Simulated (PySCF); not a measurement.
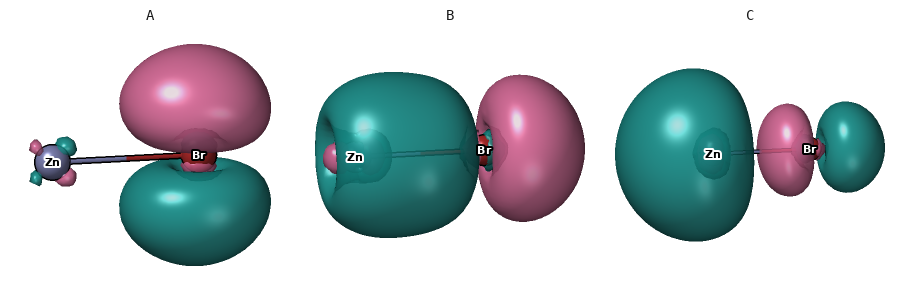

The picture shows: ZnBr (doublet). Three frontier β-spin orbitals, each drawn at the value that holds 80 % of its norm (teal and pink are the two phases), in no order; of a degenerate pair one member is drawn.

Method: PySCF 2.14.0, PBE0/def2-TZVPPD, non-relativistic Hamiltonian with scalar-relativistic core potentials where named, at a bond length of 2.314 Å.

**Label each orbital by symmetry, say whether it is occupied, and order them by energy.**

Orbital B: σ, occupied in this spin, −9.61 eV; shared between the atoms (Zn 35 %, Br 65 %).
Orbital A: π, occupied in this spin, −8.10 eV; mainly on Br (95 %).
Orbital C: σ, empty in this spin, −3.60 eV; mainly on Zn (80 %).
